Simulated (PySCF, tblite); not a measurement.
# C₅H₇BClF: geometry, infrared bands and NMR shifts

Aim: predict the infrared bands and NMR shifts of C₅H₇BClF (`FB(Cl)[C@H]1[C@@H]2CC[C@@H]21`).

Programs: tblite 0.8.0 and PySCF 2.14.0, with density-fitted response routines of our own. Each step states its level of theory. These are calculated values for one molecule in the gas phase, unless marked as measured. Atoms count from 0, in the outputs and in this text.

### 1 Starting geometry

15 atoms, charge 0, multiplicity 1; geometry from: force field or distance geometry start.

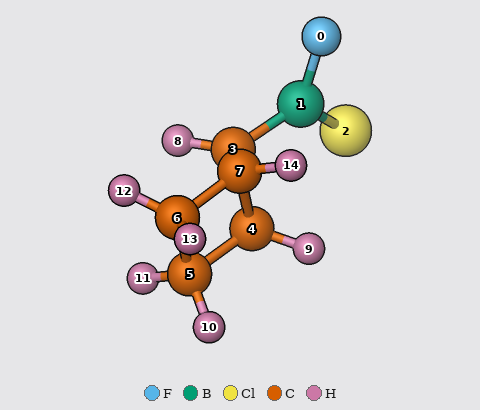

As it starts; fluorine blue, boron teal, chlorine yellow, carbon orange, hydrogen pink, atoms numbered.

### 2 Relaxing the molecule with GFN2-xTB

Job settings and geometry (Å):

```
{"job": {"kind": "relax", "xc": "GFN2-xTB", "basis": "xTB"}, "charge": 0, "multiplicity": 1}
F      2.581200     2.139200    -0.180700
B      2.289300     0.732000    -0.098800
Cl     3.655000    -0.444400     0.369200
C      0.887700     0.171300    -0.587100
C      0.143200    -0.639100     0.479200
C     -1.230800    -1.162400     0.073300
C     -1.672000     0.242900    -0.285700
C     -0.303800     0.792200     0.112400
H      0.743900    -0.170100    -1.627500
H      0.443700    -0.643800     1.548000
H     -1.782100    -1.585000     0.941200
H     -1.182600    -1.841500    -0.803300
H     -1.885600     0.364300    -1.357100
H     -2.476900     0.617000     0.378000
H     -0.214500     1.435300     1.017200
```

Command:

```console
OMP_NUM_THREADS=1 python probes_run.py task.json out
```

The driver reads the jobs from task.json and runs them one after another.

The log of the run:

```text
step      E/eV     max force
  0    -674.25767    3.323
  1    -674.64872    2.024
  2    -674.90041    3.579
  3    -675.06528    1.245
  4    -675.20296    0.845
  5    -675.26476    0.972
  6    -675.34122    1.147
  7    -675.38638    0.827
  8    -675.42153    0.427
  9    -675.44051    0.439
 10    -675.45475    0.341
 11    -675.46129    0.231
 12    -675.46484    0.196
 13    -675.46677    0.147
 14    -675.46821    0.114
 15    -675.46978    0.133
 16    -675.47152    0.147
 17    -675.47315    0.144
 18    -675.47436    0.103
 19    -675.47541    0.122
 20    -675.47669    0.130
 21    -675.47815    0.165
 22    -675.47923    0.110
 23    -675.47973    0.052
 24    -675.48002    0.058
 25    -675.48041    0.089
 26    -675.48098    0.113
 27    -675.48165    0.087
 28    -675.48224    0.055
 29    -675.48277    0.058
 30    -675.48332    0.086
 31    -675.48386    0.084
 32    -675.48423    0.042
 33    -675.48440    0.029
 34    -675.48450    0.038
 35    -675.48459    0.032
 36    -675.48466    0.023
 37    -675.48470    0.013
 38    -675.48472    0.016
 39    -675.48474    0.014
 40    -675.48476    0.013
 41    -675.48478    0.013
 42    -675.48480    0.018
 43    -675.48482    0.021
 44    -675.48486    0.024
 45    -675.48493    0.027
 46    -675.48503    0.029
 47    -675.48519    0.047
 48    -675.48547    0.080
 49    -675.48597    0.151
 50    -675.48676    0.208
 51    -675.48889    0.300
 52    -675.49177    0.236
 53    -675.49543    0.487
 54    -675.50407    0.209
 55    -675.51452    0.389
 56    -675.52970    0.404
 57    -675.54397    0.239
 58    -675.54232    0.945
 59    -675.52377    1.283
 60    -675.55480    0.217
 61    -675.56843    0.286
 62    -675.57339    0.489
 63    -675.58133    0.323
 64    -675.60592    0.386
 65    -675.61628    0.409
 66    -675.62114    0.581
 67    -675.63327    0.242
 68    -675.63842    0.384
 69    -675.64316    0.177
 70    -675.64644    0.108
 71    -675.64901    0.119
 72    -675.65180    0.117
 73    -675.65364    0.123
 74    -675.65498    0.140
 75    -675.65587    0.099
 76    -675.65680    0.063
 77    -675.65741    0.059
 78    -675.65796    0.051
 79    -675.65840    0.047
 80    -675.65877    0.043
 81    -675.65904    0.039
 82    -675.65931    0.042
 83    -675.65967    0.046
 84    -675.66020    0.054
 85    -675.66088    0.060
 86    -675.66157    0.058
 87    -675.66217    0.061
 88    -675.66268    0.065
 89    -675.66311    0.047
 90    -675.66332    0.037
 91    -675.66346    0.039
 92    -675.66359    0.034
 93    -675.66373    0.031
 94    -675.66385    0.025
 95    -675.66391    0.014
 96    -675.66395    0.015
 97    -675.66397    0.014
 98    -675.66400    0.014
 99    -675.66404    0.016
100    -675.66408    0.012
101    -675.66410    0.011
102    -675.66411    0.010
103    -675.66412    0.008
```

It took 2.3 s on 1 thread of Intel Xeon at 2.50GHz, shared host; peak memory 0.18 GiB.

Step by step: (not every step is listed)

| step | energy from step 0 (eV) | largest force (eV/Å) |
| --- | --- | --- |
| 0 | 0.0000 | 3.3226 |
| 1 | -0.3911 | 2.0245 |
| 2 | -0.6427 | 3.5795 |
| 3 | -0.8076 | 1.2446 |
| 4 | -0.9453 | 0.8445 |
| 5 | -1.0071 | 0.9724 |
| 6 | -1.0836 | 1.1473 |
| 7 | -1.1287 | 0.8269 |
| 8 | -1.1639 | 0.4267 |
| 17 | -1.2155 | 0.1445 |
| 26 | -1.2233 | 0.1134 |
| 35 | -1.2269 | 0.0316 |
| 44 | -1.2272 | 0.0238 |
| 53 | -1.2378 | 0.4869 |
| 62 | -1.3157 | 0.4889 |
| 71 | -1.3913 | 0.1187 |
| 80 | -1.4011 | 0.0434 |
| 89 | -1.4054 | 0.0468 |
| 98 | -1.4063 | 0.0140 |
| 99 | -1.4064 | 0.0155 |
| 100 | -1.4064 | 0.0124 |
| 101 | -1.4064 | 0.0114 |
| 102 | -1.4064 | 0.0102 |
| 103 | -1.4065 | 0.0081 |

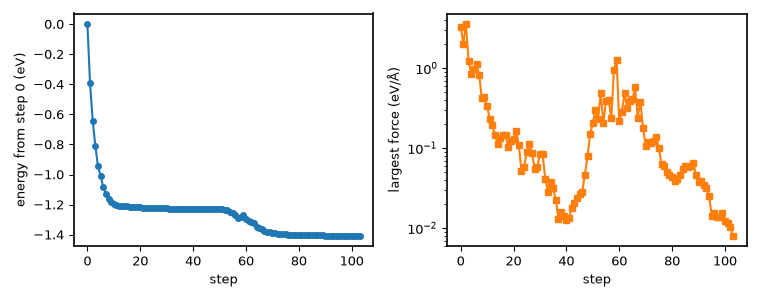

Energy and largest force along the relaxation.

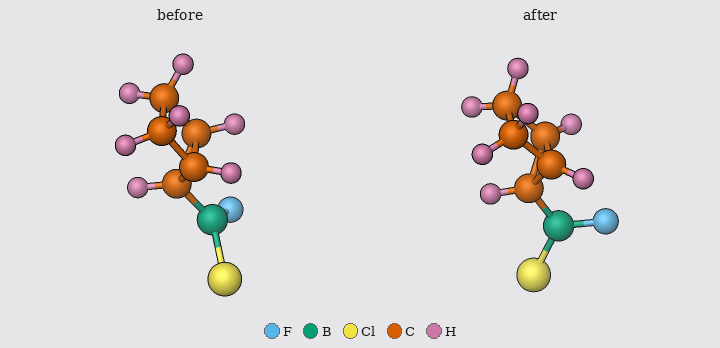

Before and after, at one scale.

Distances of close pairs at the start and the end, largest changes first:

| bond | before (Å) | after (Å) | change (Å) |
| --- | --- | --- | --- |
| B1–Cl2 | 1.862 | 1.719 | -0.143 |
| F0–B1 | 1.439 | 1.329 | -0.111 |
| C4–C7 | 1.544 | 1.489 | -0.054 |
| B1–C3 | 1.587 | 1.548 | -0.039 |
| C7–H14 | 1.114 | 1.077 | -0.037 |
| C4–H9 | 1.110 | 1.077 | -0.033 |
| C5–C6 | 1.516 | 1.544 | +0.028 |
| C5–H10 | 1.112 | 1.087 | -0.024 |

The next job starts from the end point, and lists it.

### 3 Infrared spectrum with GFN2-xTB

Job settings and geometry (Å):

```
{"job": {"kind": "ir", "xc": "GFN2-xTB", "basis": "xTB"}, "charge": 0, "multiplicity": 1}
F      2.538922     1.209792     1.077439
B      2.285841     0.598602    -0.074928
Cl     3.607596     0.450429    -1.164575
C      0.868398     0.062052    -0.388241
C      0.032224    -0.480187     0.763927
C     -1.224790    -1.124655     0.197418
C     -1.601337     0.232498    -0.435870
C     -0.331011     0.828819     0.153653
H      0.725382    -0.422766    -1.347722
H      0.475786    -0.701392     1.719889
H     -1.923752    -1.441337     0.967661
H     -1.056256    -1.949251    -0.493903
H     -1.668095     0.254972    -1.522763
H     -2.506578     0.661562    -0.013193
H     -0.226743     1.828850     0.539294
```

The log of the run:

```text
mode    cm-1     km/mol
  1      52.0      0.00
  2     110.2      0.52
  3     122.1      0.73
  4     250.2      3.76
  5     298.1      0.88
  6     320.0      0.70
  7     398.1      4.79
  8     501.9     41.41
  9     709.3     45.81
 10     746.1      1.40
 11     804.0     24.82
 12     869.5      2.18
 13     897.5      3.61
 14     924.1     68.39
 15     953.5      0.67
 16    1004.2    195.87
 17    1010.9      4.81
 18    1025.0     46.03
 19    1036.9      0.16
 20    1058.4     32.65
 21    1098.4      0.89
 22    1098.7     22.78
 23    1165.6     14.78
 24    1168.2      0.22
 25    1215.9      0.95
 26    1229.1     44.64
 27    1240.2    212.58
 28    1259.1      1.67
 29    1271.7     70.48
 30    1392.4    111.53
 31    1464.3      0.17
 32    1482.2      1.18
 33    2990.4     14.64
 34    3001.2     49.51
 35    3020.4     21.90
 36    3029.6     42.65
 37    3036.1     41.47
 38    3096.7     31.71
 39    3105.7     36.99
```

Run time: 1.3 s. Hardware: 1 thread of Intel Xeon at 2.50GHz, shared host; peak memory 0.18 GiB.

Which atoms move in the most intense modes:

| cm⁻¹ | km/mol | atoms |
| --- | --- | --- |
| 709 | 45.8 | C3 36 %, B1 24 %, F0 14 % |
| 924 | 68.4 | B1 28 %, H9 20 %, H14 19 % |
| 1004 | 195.9 | B1 20 %, C3 17 %, H8 16 % |
| 1025 | 46.0 | C5 24 %, C6 24 %, H13 11 %, H10 11 % |
| 1240 | 212.6 | B1 52 %, H8 17 %, F0 13 % |
| 1272 | 70.5 | H8 46 %, C3 15 % |
| 1392 | 111.5 | C7 31 %, C4 31 %, C3 26 % |
| 3001 | 49.5 | H12 46 %, H11 46 % |

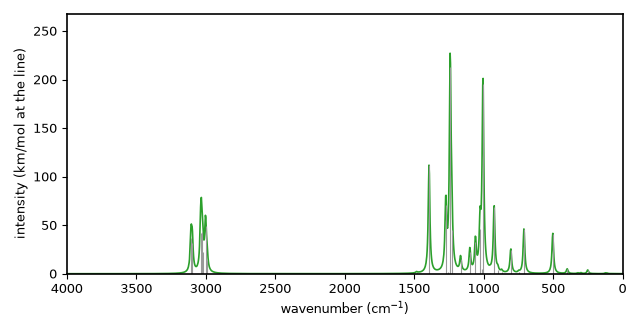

The infrared spectrum from these modes, unscaled. Lines are broadened to a width of 14 cm⁻¹ (Lorentzian).

### 4 Nuclear shieldings: PBE0/pcSseg-1

Same as in step 3 but for these lines:

```diff
@@ -1,2 +1,2 @@
-{"job": {"kind": "ir", "xc": "GFN2-xTB", "basis": "xTB"}, "charge": 0, "multiplicity": 1}
+{"job": {"kind": "nmr", "xc": "PBE0", "basis": "pcSseg-1"}, "charge": 0, "multiplicity": 1}
 F      2.538922     1.209792     1.077439
```

With the program's defaults for keys left out, this is: GIAO PBE0/pcSseg-1 NMR shielding, non-relativistic, gas phase.

The log of the run:

```text
coarse grid: 13568 points
cycle   1  E = -779.0200651368  dE =  1.289e+00  |g| = 5.247e-01  |ddm| = 3.528e+00
cycle   2  E = -778.9848590962  dE =  3.521e-02  |g| = 7.281e-01  |ddm| = 8.382e-01
cycle   3  E = -779.0758930317  dE = -9.103e-02  |g| = 6.521e-02  |ddm| = 4.905e-01
cycle   4  E = -779.0766165154  dE = -7.235e-04  |g| = 2.924e-02  |ddm| = 7.428e-02
cycle   5  E = -779.0767806217  dE = -1.641e-04  |g| = 6.275e-03  |ddm| = 2.628e-02
cycle   6  E = -779.0767887614  dE = -8.140e-06  |g| = 1.829e-03  |ddm| = 8.614e-03
final grid: 128208 points
cycle   7  E = -779.1262635419  dE = -5.514e-05  |g| = 9.713e-03  |ddm| = 3.673e-02
cycle   8  E = -779.1262469619  dE =  1.658e-05  |g| = 1.273e-02  |ddm| = 2.074e-02
cycle   9  E = -779.1262876685  dE = -4.071e-05  |g| = 7.849e-04  |ddm| = 1.200e-02
cycle  10  E = -779.1262877769  dE = -1.084e-07  |g| = 2.743e-04  |ddm| = 1.001e-03
cycle  11  E = -779.1262877935  dE = -1.662e-08  |g| = 6.265e-05  |ddm| = 2.640e-04
cycle  12  E = -779.1262877943  dE = -8.192e-10  |g| = 1.507e-05  |ddm| = 7.653e-05
converged SCF energy = -779.1262877943

GIAO shielding tensors (ppm)
atom      isotropic    diamagn.    paramagn.     s11        s22        s33       span
  0 F      213.725     468.688    -254.963     47.062    175.677    418.437    371.374
  1 B       55.781     191.266    -135.485      6.539     80.369     80.434     73.895
  2 Cl     769.111    1147.160    -378.049    492.075    878.730    936.528    444.452
  3 C      160.139     256.887     -96.748    132.677    135.632    212.107     79.431
  4 C      159.378     249.952     -90.574    130.886    148.829    198.419     67.533
  5 C      160.134     248.595     -88.461    148.220    157.865    174.317     26.097
  6 C      160.100     248.621     -88.521    148.180    157.861    174.257     26.077
  7 C      159.422     249.970     -90.548    130.924    148.842    198.501     67.578
  8 H       31.409      32.961      -1.552     24.213     32.031     37.983     13.770
  9 H       29.732      32.255      -2.523     23.432     28.093     37.672     14.240
 10 H       29.468      29.744      -0.277     25.757     26.576     36.070     10.313
 11 H       30.207      29.608       0.599     25.804     27.375     37.442     11.638
 12 H       30.209      29.611       0.597     25.811     27.373     37.442     11.632
 13 H       29.468      29.749      -0.281     25.761     26.569     36.073     10.312
 14 H       29.727      32.260      -2.533     23.424     28.088     37.669     14.245
```

Wall time 85 s (1 thread of Intel Xeon at 2.50GHz, shared host); peak memory 0.81 GiB.

Shifts follow as δ = σ(reference) − σ, with reference shieldings (ppm) from runs at the same level and on the same kind of geometry: 1H TMS 31.72, 13C TMS 186.9, 19F CFCl3 170.9, 11B BF3·OEt2 100.1, 35Cl HCl 950. The references are single molecules in the gas phase, so shifts against H2O, NH3, PH3, H3PO4 or CFCl3 are not on the usual liquid scales and can be off by tens of ppm. Atoms listed in one row are averaged.

| atoms | environment | σ (ppm) | δ (ppm) | δ scaled to CDCl3 |
| --- | --- | --- | --- | --- |
| C4, C7 | three-membered-ring carbon | 159.4 | 27.5 | 24.9 |
| C5, C6 | sp3 CH2 in a ring | 160.1 | 26.8 | 24.3 |
| C3 | three-membered-ring carbon | 160.1 | 26.8 | 24.2 |
| H10, H13 | hydrogen on an sp3 CH2 in a ring | 29.47 | 2.25 | 2.23 |
| H9, H14 | hydrogen on a three-membered-ring carbon | 29.73 | 1.99 | 1.98 |
| H11, H12 | hydrogen on an sp3 CH2 in a ring | 30.21 | 1.51 | 1.53 |
| H8 | hydrogen on a three-membered-ring carbon | 31.41 | 0.31 | 0.40 |
| F0 | fluorine bonded to B | 213.7 | -42.8 | – |
| B1 | boron bonded to C, Cl, F | 55.8 | 44.3 | – |
| Cl2 | chlorine bonded to B | 769 | 181 | – |

The scaled column applies a straight-line fit of computed shieldings to shifts measured in CDCl3, with any fitted terms for Cl, Br or S neighbours, and one for carbons that bear F (root-mean-square error 0.16 ppm for H, 1.9 ppm for C).

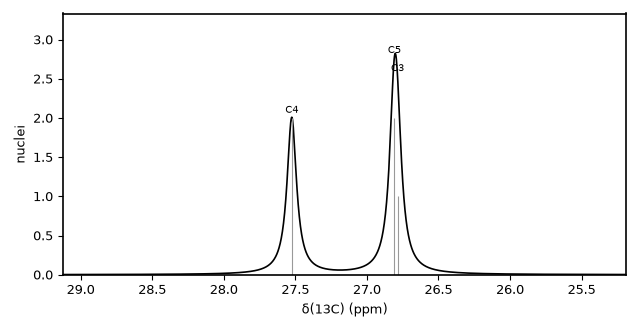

13C lines at the computed shifts, without couplings. Lines are broadened to a width of 0.08 ppm (Lorentzian).

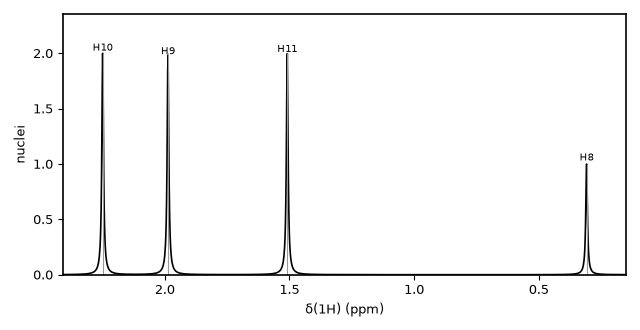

1H lines at the computed shifts, without couplings. Lines are broadened to a width of 0.01 ppm (Lorentzian).

Charges from the same density, by scheme (e):

| atoms | Mulliken | IAO | Hirshfeld | ESP fit |
| --- | --- | --- | --- | --- |
| F0 | -0.28 | -0.31 | -0.13 | -0.23 |
| B1 | 0.67 | 0.44 | 0.23 | 0.46 |
| Cl2 | -0.22 | -0.07 | -0.08 | -0.17 |
| C3 | -0.37 | -0.32 | -0.13 | -0.35 |
| C4, C7 | -0.19 | -0.11 | -0.03 | -0.07 |
| C5, C6 | -0.14 | -0.26 | -0.06 | -0.14 |

Hirshfeld charges:

F0 -0.13; B1 0.23; Cl2 -0.08; C3 -0.13; C4 -0.03; C5 -0.06; C6 -0.06; C7 -0.03; H8 0.04; H9 0.05; H10 0.05; H11 0.04; H12 0.04; H13 0.05; H14 0.05

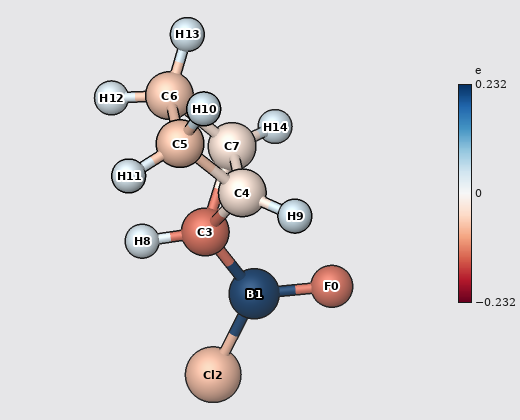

Hirshfeld charges, as colours on the atoms.

Mayer bond orders: F0–B1 1.12, B1–Cl2 1.12, B1–C3 0.98, C3–C4 0.90, C4–C5 1.02, C5–C6 1.03, C6–C7 1.02, C7–C3 0.90, C7–C4 0.91.

Ring of atoms C3, C4, C7: NICS(0) -44.1, NICS(1) -7.6, NICS(1)zz -23.4 ppm (means of both faces; NICS(1) differs between them: -9.3 and -5.8).

The two faces differ (NICS(1)zz -19.7 and -27.0 ppm).

In rings of three or four atoms NICS is ruled by the nearby σ bonds, so it says little on aromaticity.

Ring of atoms C4, C5, C6, C7: NICS(0) -6.5, NICS(1) -3.0, NICS(1)zz 1.1 ppm (means of both faces; NICS(1) differs between them: -6.3 and 0.3).

Orbitals, density, ELF and potential are computed afterwards from the orbital file.

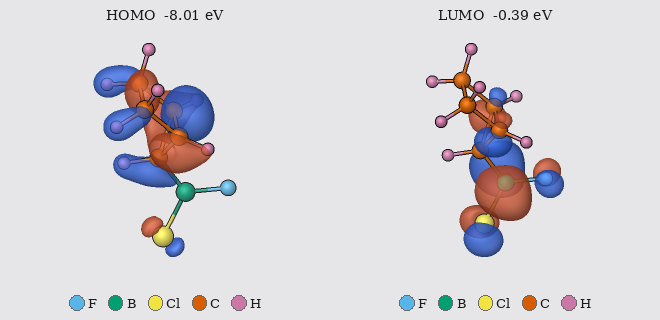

PBE0/pcSseg-1 orbitals near the gap, drawn at the value that encloses 70 % of each; the two colours are the two signs.

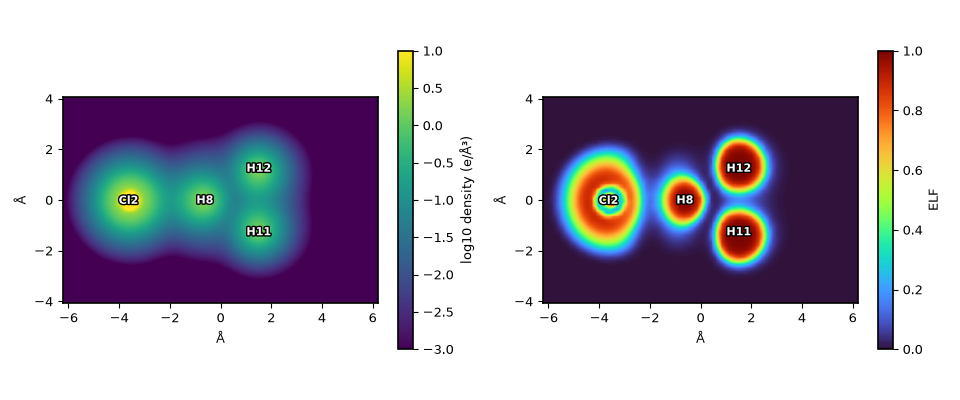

Density (left) and ELF (right) in a plane through or near 4 of the atoms.

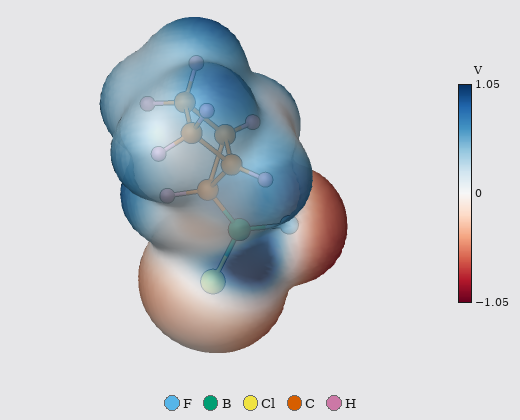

The potential that a unit positive charge feels on the 0.002 e/bohr³ surface, from the 1st to the 99th percentile, from -0.79 V near F0 to 1.05 V near B1.

### 5 Summary of results

| quantity | value |
| --- | --- |
| strongest single infrared mode (GFN2-xTB) | 1240 cm⁻¹, 213 km/mol |
| zero-point energy (GFN2-xTB) | 70.7 kcal/mol |
| 13C shifts against TMS (PBE0/pcSseg-1, means over atoms taken as alike) | 27.5, 26.8, 26.8 ppm |
| 1H shifts against TMS (PBE0/pcSseg-1, means over atoms taken as alike) | 2.25, 1.99, 1.51, 0.31 ppm |
| 19F shifts against CFCl3 (PBE0/pcSseg-1) | -42.8 ppm |
| 11B shifts against BF3·OEt2 (PBE0/pcSseg-1) | 44.3 ppm |
| 35Cl shifts against HCl (PBE0/pcSseg-1) | 181 ppm |
| surface potential, 1st and 99th percentile | -0.79 V and 1.05 V |

**Reading.** The optimisation took 103 steps and gained 1.406 eV; among the close pairs (by a distance rule), B1–Cl2 changed most, from 1.862 to 1.719 Å. All 39 modes are real, so the xTB geometry is a minimum. The strongest single mode, at 1240 cm⁻¹, moves mainly B1. GFN2-xTB is a fitted tight-binding method: band positions and strengths are rough. Its intensities can rank the bands wrongly. At PBE0/pcSseg-1: The widest tensor belongs to Cl2: span 444 ppm, with a paramagnetic part of -378 ppm. At PBE0/pcSseg-1, counted by nearest atom on the grid, the HOMO lies on C4, C7 about 26 % each; C3 7 %, the LUMO on B1 54 %; Cl2 12 %.
